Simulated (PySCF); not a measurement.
# Single-point calculation of AlH₅O

AlH₅O (Al(H2O)H3), computed with RPA/STO-3G, RHF (PySCF 2.14.0).

A bond length was changed on purpose from its optimised value.

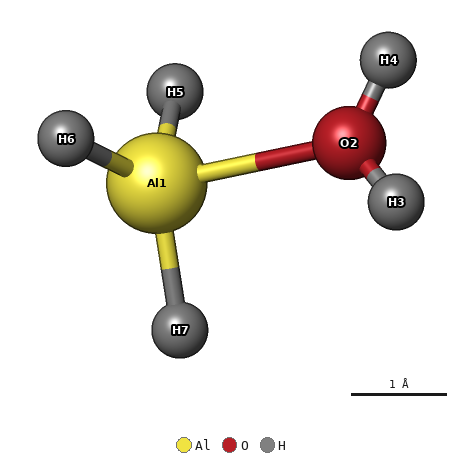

**Figure 1.** The structure (ball-and-stick view, seen at a tilt; atoms are numbered from 1 in the order of the input). Sticks mark near contacts. Bond lengths as drawn: Al–H 1.57 Å, Al–O 2.27 Å and H–O 0.96 Å.

## Summary

| quantity | value |
| --- | --- |
| outcome | converged |
| total energy | −315.826041 hartree |
| SCF energy | −315.718698 hartree |
| correlation energy | −0.107343 hartree |
| basis functions | 19 |
| HOMO of the SCF reference | −8.16 eV |
| LUMO of the SCF reference | 10.81 eV |
| hardware | 1 thread of Intel Xeon (Emerald Rapids), 16 GiB of memory available, shared host |
| wall time | 0.56 s |
| peak memory | 0.12 GiB |

## Input (run.py)
```python
from pyscf import gto, scf
from pyscf.gw.rpa import RPA

mol = gto.M(
    atom='''
Al     0.095983    -0.157970    -2.372377
O     -0.047130     0.072017     1.906847
H     -1.388382    -0.603711     2.940093
H      1.111083     1.073705     2.893719
H      3.061020    -0.114128    -2.562087
H     -1.366495     2.315852    -3.112262
H     -1.370671    -2.739090    -2.546723
''',
    unit='bohr',
    max_memory=1860,
    basis='sto-3g',
    verbose=3,
    charge=0,
)

mf = scf.RHF(mol)
mf.conv_tol = 1e-10
mf.kernel()
if not mf.converged:
    mf = mf.newton().run(mf.mo_coeff, mf.mo_occ)

rpa = RPA(mf, frozen=6)
rpa.kernel()
e_exx = mf.e_tot
e_tot = e_exx + rpa.e_corr
print('E(%s) = %.9f' % ('RPA', e_tot))
```

Launch command:
```bash
OMP_NUM_THREADS=1 python run.py
```

## What the program printed
```
converged SCF energy = -315.718698347587
E(RPA) = -315.588216485601  E_corr = -0.107342760218681  E_hf = -315.480873725383
E(RPA) = -315.826041108
```

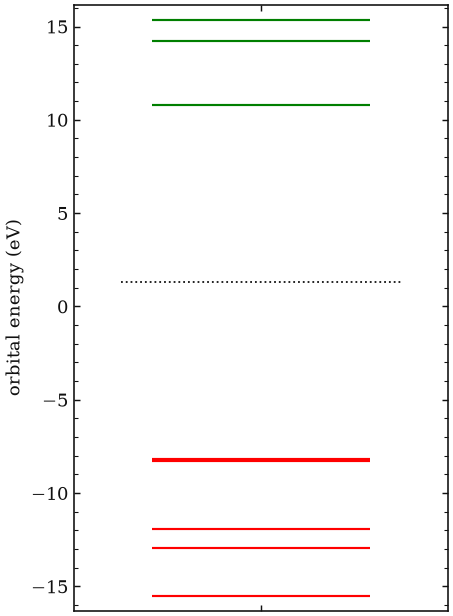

**Figure 2.** Orbital energies near the frontier (SCF reference); the dotted line parts filled from empty levels, and levels within 0.02 eV of each other stand side by side. Highest filled −8.16 eV, lowest empty 10.81 eV, 18.97 eV apart.
